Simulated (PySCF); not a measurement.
# C2H3Al (ethynylalumane): levels of theory compared

Wanted: a comparison of 4 runs (B2PLYP/def2-TZVP, revPBE/def2-TZVP, wB97X/def2-TZVP, CCSD(T)/def2-TZVP) of C2H3Al (ethynylalumane). The job is set up through a Python script.

The results are computed with PySCF 2.14.0.

### Step 1. The molecule

C2H3Al: 6 atoms, total charge 0, spin state singlet. SMILES: `C#[C][AlH2]`. The coordinates come from a PBE0-D4/def2-TZVP relaxation.

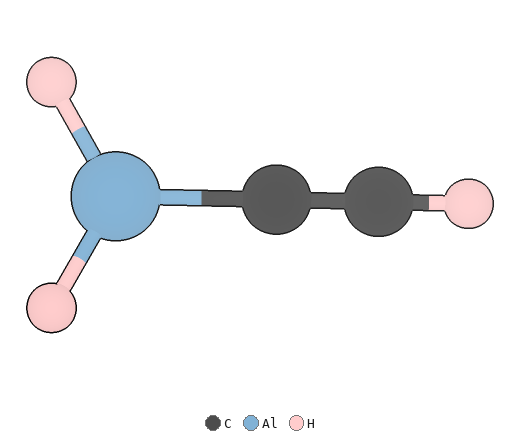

The structure, seen from a chosen angle (carbon dark grey, aluminium light blue, hydrogen pink).

### Step 2. The energy at B2PLYP/def2-TZVP (run 1)

The input, job.py:

```python
from pyscf import gto, dft, mp

mol = gto.M(
    atom='''
C   -0.792800  -1.637600  -0.298100
C   -0.266100  -0.564200  -0.106200
Al   0.564800   1.124200   0.195000
H   -1.257000  -2.583100  -0.467400
H    1.356700   1.804700  -0.990500
H    0.436600   1.792000   1.621000
''',
    max_memory=1860,
    verbose=3,
    basis='def2-tzvp',
    charge=0,
    spin=0,
)

myscf = dft.RKS(mol)
myscf.xc = '0.53*HF + 0.47*B88, 0.73*LYP'
myscf.grids.level = 5
myscf.conv_tol = 1e-10
myscf.kernel()
if not myscf.converged:
    myscf = myscf.newton().run(myscf.mo_coeff, myscf.mo_occ)

pt = mp.MP2(myscf, frozen=7).run()
e_tot = myscf.e_tot + 0.27 * pt.e_corr
print('PT2 part  %.8f' % (0.27 * pt.e_corr))
print('Final energy', e_tot)
```

Run with:

```bash
$ OMP_NUM_THREADS=1 python job.py
```

What it wrote:

```text
converged SCF energy = -320.092668888121
E(RMP2) = -320.555755190795  E_corr = -0.463086302673633
E(SCS-RMP2) = -320.560490392924  E_corr = -0.467821504803301
PT2 part  -0.12503330
Final energy -320.2177021898429
```

Wall time 18 s (1 thread of Arm Neoverse V2, shared host); peak memory 0.62 GiB.

### Step 3. The energy at revPBE/def2-TZVP (run 2)

The input, mol.xyz:

```xyz
6
C2H3Al
C     -0.792800    -1.637600    -0.298100
C     -0.266100    -0.564200    -0.106200
Al     0.564800     1.124200     0.195000
H     -1.257000    -2.583100    -0.467400
H      1.356700     1.804700    -0.990500
H      0.436600     1.792000     1.621000
```

The input, job.py:

```python
# C#[C][AlH2]
from pyscf import gto, dft

mol = gto.Mole()
mol.atom = 'mol.xyz'
mol.spin = 0
mol.basis = 'def2-tzvp'
mol.max_memory = 1860
mol.verbose = 3
mol.charge = 0
mol.build()

mf = dft.RKS(mol)
mf.xc = 'revpbe'
mf.grids.level = 5
mf.conv_tol = 1e-10
mf.kernel()
if not mf.converged:
    mf = mf.newton().run(mf.mo_coeff, mf.mo_occ)

energy = mf.e_tot
print(f'total energy: {energy:.8f} hartree')
```

Run with:

```bash
$ OMP_NUM_THREADS=1 python job.py
```

What it wrote:

```text
converged SCF energy = -320.32817084179
total energy: -320.32817084 hartree
```

Wall time 15 s (1 thread of Arm Neoverse V2, shared host); peak memory 0.62 GiB.

Run 3 isn't shown in full; the table further down has it.

### Step 4. The energy at CCSD(T)/def2-TZVP (run 4)

The input, start.xyz:

```xyz
6
C2H3Al
C     -0.792800    -1.637600    -0.298100
C     -0.266100    -0.564200    -0.106200
Al     0.564800     1.124200     0.195000
H     -1.257000    -2.583100    -0.467400
H      1.356700     1.804700    -0.990500
H      0.436600     1.792000     1.621000
```

The input, calc.py:

```python
from pyscf import gto, cc

mol = gto.M(
    atom='start.xyz',
    charge=0,
    verbose=3,
    basis='def2-tzvp',
    spin=0,
    max_memory=1860,
)

myscf = mol.RHF()
myscf.conv_tol = 1e-10
myscf.kernel()
if not myscf.converged:
    myscf = myscf.newton().run(myscf.mo_coeff, myscf.mo_occ)

mycc = cc.CCSD(myscf, frozen=7)
mycc.kernel()
e_t = mycc.ccsd_t()
energy = mycc.e_tot + e_t
print('E(%s) = %.9f' % ('CCSD(T)', energy))
```

Run with:

```bash
$ OMP_NUM_THREADS=1 python calc.py
```

What it wrote:

```text
converged SCF energy = -319.372694025065
E(CCSD) = -319.7680322943163  E_corr = -0.3953382692509655
CCSD(T) correction = -0.0191555584373369
E(CCSD(T)) = -319.787187853
```

Run time: 46 s. Hardware: 1 thread of Arm Neoverse V2, shared host; peak memory 1.5 GiB.

### Step 5. The series

| run | level | frozen core orbitals | integration grid | energy (Eh) | dipole moment (D) of the reference | HOMO energy (eV) | LUMO energy (eV) | wall time |
| --- | --- | --- | --- | --- | --- | --- | --- | --- |
| 1 | B2PLYP/def2-TZVP | 7 | 5 | -320.217702 | 0.56 | -9.04 | -0.80 | 18 s |
| 2 | revPBE/def2-TZVP | – | 5 | -320.328171 | 0.60 | -6.81 | -2.54 | 15 s |
| 3 | wB97X/def2-TZVP | – | 5 | -320.372667 | 0.55 | -10.45 | 0.06 | 28 s |
| 4 | CCSD(T)/def2-TZVP | 7 | – | -319.787188 | 0.59 | -10.76 | 0.92 | 46 s |

### Step 6. Results

```
                                          quantity          value
                               run 4: total energy  -319.78719 Eh
       run 4: dipole moment (Hartree–Fock density)         0.59 D
        run 4: HOMO energy (Hartree–Fock orbitals)      -10.76 eV
        run 4: LUMO energy (Hartree–Fock orbitals)        0.92 eV
      run 4: HOMO–LUMO gap (Hartree–Fock orbitals)       11.68 eV
run 4: correlation energy (7 core orbitals frozen)     -414.5 mEh
                             run 4: (T) correction     -19.16 mEh
                              run 4: T1 diagnostic          0.013
```

What this shows: Over runs 1, 2, 3 the dipole moment (its size) runs from 0.55 D (wB97X/def2-TZVP) to 0.60 D (revPBE/def2-TZVP). Over runs 1, 2, 3 the HOMO–LUMO gap runs from 4.27 eV (revPBE/def2-TZVP) to 10.51 eV (wB97X/def2-TZVP). Totals of different functionals can't be ranked against each other. All runs together took 1.8 min, the longest 46 s.
